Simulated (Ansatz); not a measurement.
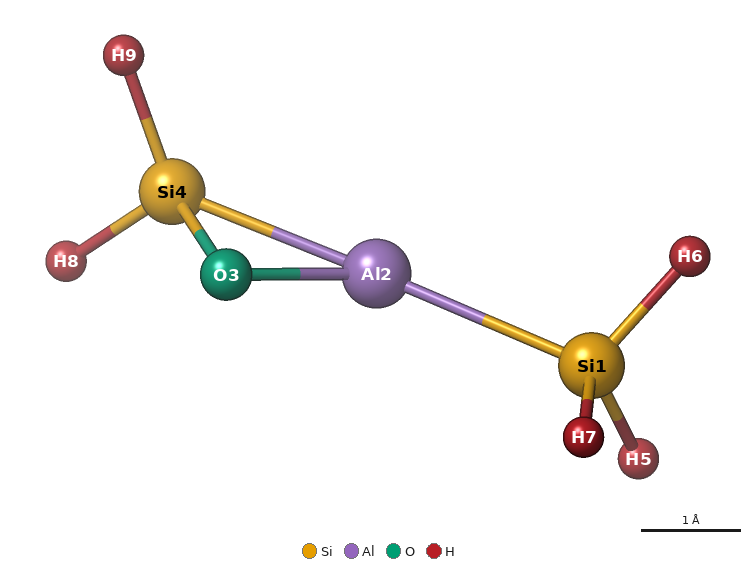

Orthographic view. Distant atoms are faded towards the background colour. The geometry was computed by an optimisation with PBE0-D4/def2-TZVP.

List the bonded neighbours of every atom.

Si1: Al2, H5, H6, H7
Al2: Si1, O3, Si4
O3: Al2, Si4
Si4: Al2, O3, H8, H9
H5: Si1
H6: Si1
H7: Si1
H8: Si4
H9: Si4
